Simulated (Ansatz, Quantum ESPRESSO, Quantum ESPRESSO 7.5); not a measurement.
## K(110), 4 layers, one monolayer of Cl on longbridge sites against a metal electrode

How does the Fermi level of K(110), 4 layers, one monolayer of Cl on longbridge sites move as charge is added against a counter-electrode?

Method: plane-wave DFT, PBE, GBRV ultrasoft pseudopotentials (geometry by Ansatz 0.2.0 with PAW datasets; geometry under PBE), in Quantum ESPRESSO 7.5.

### 1. Starting point

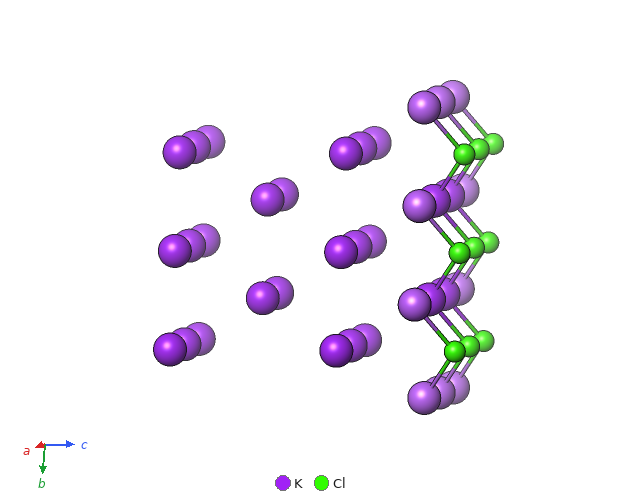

The cell as given, from the side, with the c axis across the page (potassium purple, chlorine green). 2×2×1 cells are drawn. Some periodic images of atoms are drawn too.

The cell holds 5 atoms: 4 K and 1 Cl. Its edges and angles: a = 4.529 Å, b = 4.529 Å, c = 29.095 Å, α = 90.0°, β = 90.0°, γ = 70.5°. It derives from K. Vacuum lies along c.

Coordinates:

```cif
data_structure
_symmetry_space_group_name_H-M 'P 1'
_symmetry_Int_Tables_number 1
_cell_length_a 4.5293
_cell_length_b 4.5293
_cell_length_c 29.0945
_cell_angle_alpha 90.000
_cell_angle_beta 90.000
_cell_angle_gamma 70.529
_cell_volume 562.73
loop_
_atom_site_label
_atom_site_type_symbol
_atom_site_fract_x
_atom_site_fract_y
_atom_site_fract_z
_atom_site_occupancy
K1 K 0.00000 0.00000 0.26809 1
K2 K 0.50000 0.50000 0.39520 1
K3 K 0.00000 0.00000 0.52231 1
K4 K 0.50000 0.50000 0.64942 1
Cl5 Cl 0.00000 0.00000 0.70337 1
```

This run has no spin polarisation although its electron count is odd. A spin-polarised state was not tried and may lie lower.

### 2. Relaxation with Ansatz

A relaxation in Ansatz fixes the structure of this slab for the runs on it.

input.yaml

```yaml
crystal:
  lattice:
    - [3.6981684656, -2.615, 0.0]
    - [3.6981684656, 2.615, 0.0]
    - [0.0, 0.0, 29.0945053968]
  atoms:
    - { symbol: K, position: [0.0, 0.0, 0.2680918577] }
    - { symbol: K, position: [0.5, 0.5, 0.3952006851] }
    - { symbol: K, position: [0.0, 0.0, 0.5223095125] }
    - { symbol: K, position: [0.5, 0.5, 0.64941834] }
    - { symbol: Cl, position: [0.0, 0.0, 0.7033735773] }
kpoints:
  mp_grid: { grid: [6, 6, 1] }
hamiltonian:
  xc: pbe
scf:
  occupations: { method: fermi_dirac, width: 0.1 }
  convergence: { dr2_threshold: 1.0e-08 }
efield:
  axis: 3
  dipole_correction: true
  ramp_position: 0.97
  ramp_width: 0.04
relax:
  f_tol: 0.01
  constraints: [{ sites: [0, 1] }]
output:
  write_potential: true
  write_density: true
  volumetric_format: npy
```

Run with:

```bash
> ansatz run input.yaml --threads 4 --pin off --max-ram 8192MiB --backend cpu --events-out ev --progress --plain --runs-dir out
```

Numbers of over 12 decimals in the logs are rounded to 6 here.

The program printed:

```text
Engine: ansatz 0.2.0, aarch64-unknown-linux-gnu
Pseudopotentials: kind: paw
Pseudopotential: K, paw, valence charge 9, recommended cutoff 420 eV (normal), K.paw.azcp
Pseudopotential: Cl, paw, valence charge 7, recommended cutoff 420 eV (normal), Cl.paw.azcp
Functional definition: PBE
  parameter kappa = 0.804
  parameter beta = 0.066725
  exchange = pbe_x(kappa = kappa, mu = beta*pi^2/3)
  correlation = pbe_c(beta = beta)
Crystal: 5 atoms, lattice volume = 562.729 Å³
Basis set: ecut = 420 eV, 11073 PW (Γ), exchange–correlation on 64×64×400 points (8 copies of the dense FFT grid, shifted against one another)
Bands: 27, of which v1, the nominal top of the filled ones, is band 22 counted from 1 (21 counted from 0)
Symmetry: 4 space group operations
Space group: Cmm2 (ITA 35), of the structure as read, at distance tolerance 8.3e-5 Å
k-points: 13 of 36
Non-local potential: K, projectors of the file, l = 0: 3, l = 1: 2, l = 2: 2
Non-local potential: Cl, projectors of the file, l = 0: 2, l = 1: 2, l = 2: 2
PAW form: soft (Blöchl's): semilocal exchange-correlation on the pseudo side does not see the compensation charge
PAW one-centre angular grid: K, 110 points (default); XC on 64 Gauss nodes
PAW one-centre angular grid: Cl, 110 points (default); XC on 64 Gauss nodes
Initial density: superposition of atomic densities (neutral atoms: chi_scale 0, normalization atom), corrected by the library's trained network
Initial wavefunctions: pseudopotential atomic-orbital guess
Functional: x = pbe(κ = 0.804, μ = 0.219515), c = pbe(β = 0.066725)
SCF iter   1: F=—  HF=-7233.092093 eV  |F-HF|=—  |Δ(HF+E_count)|=         —  Δρ=1.86e-3  dr2=9.51e-1  ethr=1.77e-3  p=-0.408 e·Å  D=-1.31e-1 V/Å  ΔV_dip=3.82 eV  dr2_dipole=8.20e-1  V_vac-E_F(+/−)=6.52/2.70 eV  ⟨swp⟩=10.9  Hψ=2025  notcnv=0
efield: sawtooth ramp at fractional position 0.9700 (set: `efield.ramp_position`, or a place that a band, a saddle search or an elastic batch's reference lends), width 0.0400; the density the first Hamiltonian is built on has a dipole p = -0.408 e·Å; the dipole correction subtracts the counter field D = -1.31e-1 V/Å, which shifts the + side's vacuum level by +3.82 eV against the − side's; the planar-averaged density in the ramp window peaks in size at 2.4e-5 e/Å³
preconditioner: auto → LDOS  [metal: Δε(μ)=0.134 eV  Ē_g=2.926 eV  σ=0.100 eV  W_gap=0.32  n_scr=62 (ndim 8)  ℏωp=4.7 eV  f_vac=0.436  D(μ)=2.56/eV (n_scr^D=8)  β→1.0]
SCF iter   2: F=—  HF=-7233.657665 eV  |F-HF|=—  |Δ(HF+E_count)|=   5.66e-1  Δρ=2.29e-2  dr2=4.57e1  ethr=1.77e-3  p=-0.699 e·Å  D=-2.25e-1 V/Å  ΔV_dip=6.54 eV  dr2_dipole=3.00e1  V_vac-E_F(+/−)=8.39/1.85 eV  ⟨swp⟩=2.8  Hψ=652  notcnv=0  recentre
SCF iter   3: F=—  HF=-7233.064581 eV  |F-HF|=—  |Δ(HF+E_count)|=   5.93e-1  Δρ=1.48e-3  dr2=6.37e-1  ethr=1.77e-3  p=-0.432 e·Å  D=-1.39e-1 V/Å  ΔV_dip=4.04 eV  dr2_dipole=5.60e-1  V_vac-E_F(+/−)=6.68/2.65 eV  ⟨swp⟩=2.4  Hψ=613  notcnv=0
SCF iter   4: F=—  HF=-7233.035094 eV  |F-HF|=—  |Δ(HF+E_count)|=   2.95e-2  Δρ=1.52e-3  dr2=3.70e-1  ethr=1.48e-3  p=-0.468 e·Å  D=-1.51e-1 V/Å  ΔV_dip=4.38 eV  dr2_dipole=3.11e-1  V_vac-E_F(+/−)=6.94/2.56 eV  ⟨swp⟩=1.1  Hψ=448  notcnv=0
SCF iter   5: F=—  HF=-7233.002081 eV  |F-HF|=—  |Δ(HF+E_count)|=   3.30e-2  Δρ=1.17e-3  dr2=1.26e-1  ethr=8.60e-4  p=-0.518 e·Å  D=-1.67e-1 V/Å  ΔV_dip=4.85 eV  dr2_dipole=8.09e-2  V_vac-E_F(+/−)=7.30/2.46 eV  ⟨swp⟩=1.2  Hψ=361  notcnv=0
SCF iter   6: F=—  HF=-7232.991289 eV  |F-HF|=—  |Δ(HF+E_count)|=   1.08e-2  Δρ=8.91e-4  dr2=7.72e-2  ethr=2.92e-4  p=-0.534 e·Å  D=-1.72e-1 V/Å  ΔV_dip=4.99 eV  dr2_dipole=4.95e-2  V_vac-E_F(+/−)=7.45/2.45 eV  ⟨swp⟩=1.0  Hψ=423  notcnv=0
SCF iter   7: F=—  HF=-7232.984226 eV  |F-HF|=—  |Δ(HF+E_count)|=   7.06e-3  Δρ=6.76e-4  dr2=4.42e-2  ethr=1.79e-4  p=-0.548 e·Å  D=-1.76e-1 V/Å  ΔV_dip=5.13 eV  dr2_dipole=2.81e-2  V_vac-E_F(+/−)=7.57/2.45 eV  ⟨swp⟩=1.0  Hψ=351  notcnv=0
SCF iter   8: F=—  HF=-7232.979549 eV  |F-HF|=—  |Δ(HF+E_count)|=   4.68e-3  Δρ=3.70e-4  dr2=1.53e-2  ethr=1.03e-4  p=-0.561 e·Å  D=-1.80e-1 V/Å  ΔV_dip=5.25 eV  dr2_dipole=9.95e-3  V_vac-E_F(+/−)=7.69/2.44 eV  ⟨swp⟩=1.0  Hψ=351  notcnv=0
SCF iter   9: F=—  HF=-7232.984261 eV  |F-HF|=—  |Δ(HF+E_count)|=   4.71e-3  Δρ=1.36e-3  dr2=1.52e-1  ethr=3.55e-5  p=-0.590 e·Å  D=-1.90e-1 V/Å  ΔV_dip=5.52 eV  dr2_dipole=9.62e-2  V_vac-E_F(+/−)=7.91/2.39 eV  ⟨swp⟩=1.8  Hψ=424  notcnv=0  recentre
SCF iter  10: F=—  HF=-7232.979298 eV  |F-HF|=—  |Δ(HF+E_count)|=   4.96e-3  Δρ=3.69e-4  dr2=1.16e-2  ethr=3.55e-5  p=-0.562 e·Å  D=-1.81e-1 V/Å  ΔV_dip=5.26 eV  dr2_dipole=7.18e-3  V_vac-E_F(+/−)=7.69/2.44 eV  ⟨swp⟩=1.8  Hψ=411  notcnv=0
SCF iter  11: F=—  HF=-7232.978351 eV  |F-HF|=—  |Δ(HF+E_count)|=   9.47e-4  Δρ=2.00e-4  dr2=3.05e-3  ethr=2.69e-5  p=-0.567 e·Å  D=-1.82e-1 V/Å  ΔV_dip=5.31 eV  dr2_dipole=1.87e-3  V_vac-E_F(+/−)=7.74/2.43 eV  ⟨swp⟩=1.0  Hψ=383  notcnv=0
SCF iter  12: F=—  HF=-7232.978103 eV  |F-HF|=—  |Δ(HF+E_count)|=   2.48e-4  Δρ=5.74e-5  dr2=2.67e-4  ethr=7.10e-6  p=-0.570 e·Å  D=-1.83e-1 V/Å  ΔV_dip=5.34 eV  dr2_dipole=1.72e-4  V_vac-E_F(+/−)=7.76/2.43 eV  ⟨swp⟩=1.0  Hψ=351  notcnv=0
SCF iter  13: F=—  HF=-7232.978142 eV  |F-HF|=—  |Δ(HF+E_count)|=   3.84e-5  Δρ=9.52e-5  dr2=7.69e-4  ethr=6.22e-7  p=-0.570 e·Å  D=-1.83e-1 V/Å  ΔV_dip=5.33 eV  dr2_dipole=4.77e-4  V_vac-E_F(+/−)=7.76/2.43 eV  ⟨swp⟩=1.0  Hψ=359  notcnv=0
SCF iter  14: F=—  HF=-7232.978097 eV  |F-HF|=—  |Δ(HF+E_count)|=   4.53e-5  Δρ=4.48e-5  dr2=1.71e-4  ethr=6.22e-7  p=-0.571 e·Å  D=-1.83e-1 V/Å  ΔV_dip=5.34 eV  dr2_dipole=1.06e-4  V_vac-E_F(+/−)=7.77/2.43 eV  ⟨swp⟩=1.0  Hψ=351  notcnv=0
SCF iter  15: F=—  HF=-7232.978081 eV  |F-HF|=—  |Δ(HF+E_count)|=   1.58e-5  Δρ=1.16e-5  dr2=1.04e-5  ethr=3.97e-7  p=-0.571 e·Å  D=-1.84e-1 V/Å  ΔV_dip=5.35 eV  dr2_dipole=5.99e-6  V_vac-E_F(+/−)=7.77/2.43 eV  ⟨swp⟩=1.0  Hψ=351  notcnv=0
SCF iter  16: F=—  HF=-7232.978086 eV  |F-HF|=—  |Δ(HF+E_count)|=   5.21e-6  Δρ=1.02e-6  dr2=2.63e-8  ethr=2.42e-8  p=-0.572 e·Å  D=-1.84e-1 V/Å  ΔV_dip=5.35 eV  dr2_dipole=1.29e-8  V_vac-E_F(+/−)=7.77/2.43 eV  ⟨swp⟩=1.3  Hψ=355  notcnv=0
SCF iter  17: F=—  HF=-7232.978100 eV  |F-HF|=—  |Δ(HF+E_count)|=   1.39e-5  Δρ=4.42e-7  dr2=9.78e-9  ethr=2.33e-11  p=-0.572 e·Å  D=-1.84e-1 V/Å  ΔV_dip=5.35 eV  dr2_dipole=3.69e-9  V_vac-E_F(+/−)=7.77/2.43 eV  ⟨swp⟩=10.8  Hψ=2357  notcnv=0
SCF iter  18: F=-7232.978100 eV  HF=-7232.978100 eV  |F-HF|=5.52e-10  |Δ(HF+E_count)|=  5.53e-10  Δρ=1.75e-7  dr2=7.00e-10  ethr=2.27e-11  p=-0.572 e·Å  D=-1.84e-1 V/Å  ΔV_dip=5.35 eV  dr2_dipole=8.28e-11  V_vac-E_F(+/−)=7.77/2.43 eV  ⟨swp⟩=7.0  Hψ=1978  notcnv=0
[...]
SCF iter   9: F=-7233.523805 eV  HF=-7233.523805 eV  |F-HF|=3.62e-9  |Δ(HF+E_count)|=   1.72e-9  Δρ=4.85e-7  dr2=5.16e-9  ethr=2.33e-11  p=-0.356 e·Å  D=-1.14e-1 V/Å  ΔV_dip=3.33 eV  dr2_dipole=1.11e-9  V_vac-E_F(+/−)=5.76/2.43 eV  ⟨swp⟩=8.5  Hψ=2186  notcnv=0
SCF 3 converged in 9 iterations: F = -7233.523805 eV  dr2 = 5.16e-9
  greatest PAW one-centre occupation: 0.988 electrons in one spin orbital (limit 2), on the K atom at site 0 (counted from 0), in its partial waves of l = 0
relax step   3: F+E_penalty+E_count = -7233.52380512 eV  Δ(F+E_penalty+E_count) = -1.947e-1 eV  max|allowed force component| = 3.086e-1 eV/Å  Δτ_max = 0.1949 Å  (9 SCF iters, accepted)
[... from here on, the SCF cycles and remarks between the steps are left out ...]
relax step   4: F+E_penalty+E_count = -7233.56528449 eV  Δ(F+E_penalty+E_count) = -4.148e-2 eV  max|allowed force component| = 8.822e-2 eV/Å  Δτ_max = 0.1572 Å  (9 SCF iters, accepted)
relax step   5: F+E_penalty+E_count = -7233.57780852 eV  Δ(F+E_penalty+E_count) = -1.252e-2 eV  max|allowed force component| = 4.385e-2 eV/Å  Δτ_max = 0.1963 Å  (9 SCF iters, accepted)
relax step   6: F+E_penalty+E_count = -7233.58739207 eV  Δ(F+E_penalty+E_count) = -9.584e-3 eV  max|allowed force component| = 2.579e-2 eV/Å  Δτ_max = 0.1911 Å  (9 SCF iters, accepted)
relax step   7: F+E_penalty+E_count = -7233.59517966 eV  Δ(F+E_penalty+E_count) = -7.788e-3 eV  max|allowed force component| = 1.979e-2 eV/Å  Δτ_max = 0.1969 Å  (9 SCF iters, accepted)
relax step   8: F+E_penalty+E_count = -7233.60086796 eV  Δ(F+E_penalty+E_count) = -5.688e-3 eV  max|allowed force component| = 1.426e-2 eV/Å  Δτ_max = 0.1950 Å  (9 SCF iters, accepted)
relax step   9: F+E_penalty+E_count = -7233.60460028 eV  Δ(F+E_penalty+E_count) = -3.732e-3 eV  max|allowed force component| = 1.011e-2 eV/Å  Δτ_max = 0.1951 Å  (9 SCF iters, accepted)
relax step  10: F+E_penalty+E_count = -7233.60547791 eV  Δ(F+E_penalty+E_count) = -8.776e-4 eV  max|allowed force component| = 4.002e-3 eV/Å  Δτ_max = 0.1393 Å  (9 SCF iters, accepted)
SCF iter   1: F=—  HF=-7233.605594 eV  |F-HF|=—  |Δ(HF+E_count)|=         —  Δρ=1.25e-4  dr2=3.95e-4  ethr=4.54e-6  p=-0.086 e·Å  D=-2.77e-2 V/Å  ΔV_dip=0.80 eV  dr2_dipole=4.07e-5  V_vac-E_F(+/−)=3.24/2.44 eV  ⟨swp⟩=2.0  Hψ=804  notcnv=0
efield: sawtooth ramp at fractional position 0.9700 (set: `efield.ramp_position`, or a place that a band, a saddle search or an elastic batch's reference lends), width 0.0400; the density the first Hamiltonian is built on has a dipole p = -0.086 e·Å; the dipole correction subtracts the counter field D = -2.77e-2 V/Å, which shifts the + side's vacuum level by +0.80 eV against the − side's; the planar-averaged density in the ramp window peaks in size at 4.6e-6 e/Å³
preconditioner: auto → LDOS  [metal: Δε(μ)=0.161 eV  Ē_g=4.419 eV  σ=0.100 eV  W_gap=0.38  n_scr=62 (ndim 8)  ℏωp=4.7 eV  f_vac=0.483  D(μ)=2.60/eV (n_scr^D=8)  β→1.0]
SCF iter   2: F=—  HF=-7233.605691 eV  |F-HF|=—  |Δ(HF+E_count)|=   9.78e-5  Δρ=2.00e-4  dr2=7.04e-4  ethr=9.18e-7  p=-0.095 e·Å  D=-3.06e-2 V/Å  ΔV_dip=0.89 eV  dr2_dipole=3.00e-5  V_vac-E_F(+/−)=3.33/2.44 eV  ⟨swp⟩=2.0  Hψ=673  notcnv=0
SCF iter   3: F=—  HF=-7233.605480 eV  |F-HF|=—  |Δ(HF+E_count)|=   2.12e-4  Δρ=4.05e-5  dr2=2.67e-5  ethr=9.18e-7  p=-0.091 e·Å  D=-2.94e-2 V/Å  ΔV_dip=0.85 eV  dr2_dipole=6.23e-7  V_vac-E_F(+/−)=3.29/2.44 eV  ⟨swp⟩=2.0  Hψ=434  notcnv=0
SCF iter   4: F=—  HF=-7233.605492 eV  |F-HF|=—  |Δ(HF+E_count)|=   1.26e-5  Δρ=4.36e-6  dr2=1.37e-7  ethr=6.20e-8  p=-0.090 e·Å  D=-2.91e-2 V/Å  ΔV_dip=0.85 eV  dr2_dipole=1.34e-12  V_vac-E_F(+/−)=3.28/2.44 eV  ⟨swp⟩=2.0  Hψ=440  notcnv=0
SCF iter   5: F=—  HF=-7233.605503 eV  |F-HF|=—  |Δ(HF+E_count)|=   1.12e-5  Δρ=1.17e-6  dr2=1.05e-8  ethr=2.33e-11  p=-0.090 e·Å  D=-2.91e-2 V/Å  ΔV_dip=0.85 eV  dr2_dipole=4.62e-13  V_vac-E_F(+/−)=3.28/2.44 eV  ⟨swp⟩=9.1  Hψ=2356  notcnv=0
SCF iter   6: F=-7233.605503 eV  HF=-7233.605503 eV  |F-HF|=6.96e-10  |Δ(HF+E_count)|=   5.95e-9  Δρ=3.19e-7  dr2=1.22e-9  ethr=2.33e-11  p=-0.090 e·Å  D=-2.91e-2 V/Å  ΔV_dip=0.85 eV  dr2_dipole=9.24e-13  V_vac-E_F(+/−)=3.28/2.44 eV  ⟨swp⟩=7.4  Hψ=1964  notcnv=0
SCF 11 converged in 6 iterations: F = -7233.605503 eV  dr2 = 1.22e-9
relax step  11: F+E_penalty+E_count = -7233.60550343 eV  Δ(F+E_penalty+E_count) = -2.552e-5 eV  max|allowed force component| = 8.162e-4 eV/Å  Δτ_max = 0.0134 Å  (6 SCF iters, accepted)
NSCF: frozen V_eff on 13 k-points
the band table was solved once a step of the walk had ended and its energy, with any forces and stress, was formed, with the checks that follow a solve (1972 applications of the Hamiltonian). They found nothing against the state; the energy, forces and stress were not computed again (output.eigenvalues in the input reference)
WARN: The output density's exchange-correlation potential varies sharply where the density is thin. Do not read a vacuum level from v_tot or v_xc, or from such a field of the output density. On a cell that repeats whose density bears no net charge and no dipole along the vacuum's axis use v_es (v_loc + v_h of the components); under efield.dipole_correction with no amplitude use v_es + v_field, which holds any externa [...]
SCF converged after 6 iterations
Free energy (F): -7233.605503 eV
Harris-Foulkes:  -7233.605503 eV  (|F-HF|=6.96e-10)
Internal energy: -7233.520782 eV  (E = F + TS)
E sigma→0 (E₀):  -7233.563143 eV
Entropy (-TS):   -0.084721 eV (-16.944 meV/atom)
Fermi energy:    -0.203466 eV
Dipole field:    D = -0.029093 V/Å  (p = -0.090474 e·Å, saw-weighted, corrected)
Work function:   Φ+ = 3.2844 eV   Φ− = 2.4379 eV
Levels:          The Fermi level and band energies are counted from a zero that moves with the ramp; work functions are not
--- Per-component energies (eV) ---
  E_band       = -692.340088
  E_kinetic    = 1174.957738
  E_local      = -14085.611555  (includes V_loc(G=0)·N_el)
  E_nonlocal   = 80.315381
  E_hartree    = 6514.322773
  E_xc         = -644.973591
  E_vxc        = -777.856114  (∫ρ·V_xc dr)
  E_paw        = -3786.881590  (= ΣΔE_a)
  E_vpaw       = -112.651727  (= ΣTr[D̂ρ^β])
  E_aug_tail   = 0.000076  (compensation charges beyond the density's cutoff)
  E_efield     = 0.001316  (sawtooth field / dipole correction)
  E_vefield    = -0.139856  (∫n·V_field dr)
  E_ewald      = 3514.348669
  E_smearing   = -0.084721  (= −TS)
  E_closure    = -0.000000  (closes the sum)
  Σ components = -7233.605503   (vs F -7233.605503, Δ=0.00e0)
--- Forces (eV/Å), atoms counted from 1 ---
  atom   1  K      0.00000000     0.00000000    -0.01156264
  atom   2  K     -0.00000000    -0.00000000     0.01169563
  atom   3  K      0.00000000    -0.00000000    -0.00035909
  atom   4  K      0.00000000    -0.00000000    -0.00058840
  atom   5  Cl    -0.00000000    -0.00000000     0.00081619
  max |Σ_I F_I| component: 1.69e-6 eV/Å
--- Band table (eV; the first three rows and the last of 13) ---
  k-point 0: bands = [... 18 lower, -3.9164, -3.6392, -2.1960, -1.6059, -0.6758, 0.5167, 1.3092, 2.0126, ... 1 higher]
  k-point 1: bands = [... 18 lower, -4.0423, -3.8553, -1.9365, -1.3521, -0.4245, 0.6865, 1.5319, 2.2061, ... 1 higher]
  k-point 2: bands = [... 18 lower, -4.2393, -4.1154, -1.1953, -0.6371, 0.2658, 1.1265, 1.2558, 1.6630, ... 1 higher]
  k-point 12: bands = [... 18 lower, -4.1411, -3.7951, 0.4247, 0.5856, 0.8960, 0.9049, 1.3669, 1.5086, ... 1 higher]
--- Relaxed structure (11 steps of the walk, 11 accepted, 0 SCFs on fresh bases) ---
  F+E_penalty+E_count = -7233.60550343 eV   max|allowed force component| = 8.162e-4 eV/Å
  atoms:
    - { symbol: K, position: [0.0, 0.0, 0.268092] }
    - { symbol: K, position: [0.5, 0.5, 0.395201] }
    - { symbol: K, position: [-2.258692514872166e-19, -2.258692514872163e-19, 0.523344] }
    - { symbol: K, position: [0.5, 0.5, 0.632598] }
    - { symbol: Cl, position: [1.2323754319088215e-17, 1.2323754319088193e-17, 0.646936] }
```

Wall time 39 s (4 threads of Arm Neoverse V2, shared host); peak memory 0.81 GiB.

The steps of the relaxation:

| step | energy less that of the first step (eV) | largest force component (eV/Å) |
| --- | --- | --- |
| 1 | 0.0000 | 1.2149 |
| 2 | -0.3510 | 0.8028 |
| 3 | -0.5457 | 0.3086 |
| 4 | -0.5872 | 0.0882 |
| 5 | -0.5997 | 0.0439 |
| 6 | -0.6093 | 0.0258 |
| 7 | -0.6171 | 0.0198 |
| 8 | -0.6228 | 0.0143 |
| 9 | -0.6265 | 0.0101 |
| 10 | -0.6274 | 0.0040 |
| 11 | -0.6274 | 0.0008 |

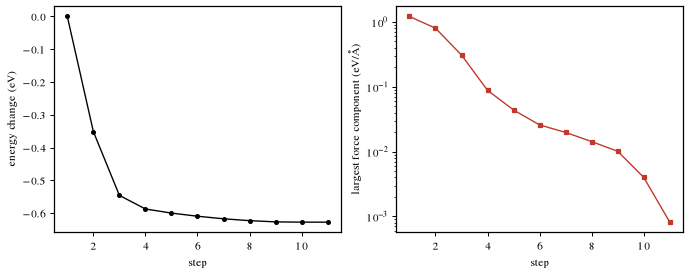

Energy and largest force along the relaxation.

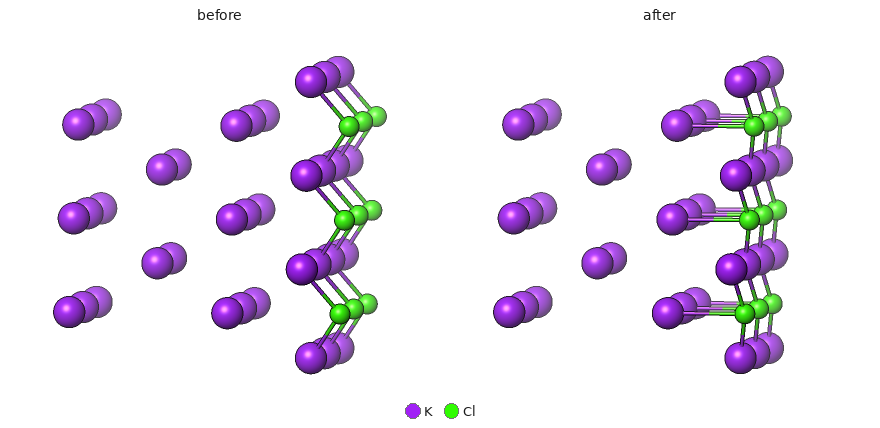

The structure before and after the relaxation, drawn at the same scale.

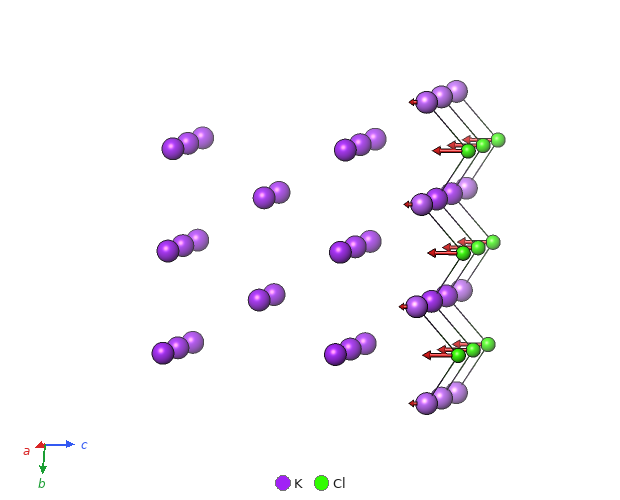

Displacements in the relaxation, scaled; the longest in the cell stands for 1.64 Å. 2×2×1 cells are drawn. Some periodic images of atoms are drawn too.

The atoms that moved most (Å):

```csv
atom,dx,dy,dz,length
Cl5,0.000,0.000,-1.642,1.642
K4,0.000,0.000,-0.489,0.489
K3,0.000,0.000,0.030,0.030
```

The relaxed structure:

```xyz
5
Lattice="3.6982 -2.6150 0.0000 3.6982 2.6150 0.0000 0.0000 0.0000 29.0945" Properties=species:S:1:pos:R:3
K     0.0000    0.0000    7.8000
K     3.6982    0.0000   11.4982
K     0.0000    0.0000   15.2264
K     3.6982    0.0000   18.4051
Cl    0.0000    0.0000   18.8223
```

The relaxation lowers the energy by 125 meV an atom. Held were the atoms numbered 1 and 2; the forces quoted are those on the free ones.

Numbers from this step:

* free energy: -7233.6055 eV
* energy at zero smearing: -7233.5631 eV
* smearing term TS: 0.08472 eV
* Fermi energy: -0.2035 eV
* symmetry operations: 4
* work function of the upper face: 3.284 eV
* work function of the lower face: 2.438 eV
* dipole along the normal: -0.09047 e·Å

(Continued in part 2 of 6.)

[Logs are printed without paths, hosts, clocks, repeated set-up lines and the standing remarks that a program may print on its own settings, such as how far it seeks lower states.]

[Hosts, paths, dates, database ids (printed as entryN), source tags and the programs' standing remarks are cut or masked in the printed files.]

[Maps of the electrostatic potential energy from Ansatz leave out the sawtooth potential of an applied field or a dipole correction, so their vacuum need not be flat; planar profiles and work functions include it.]
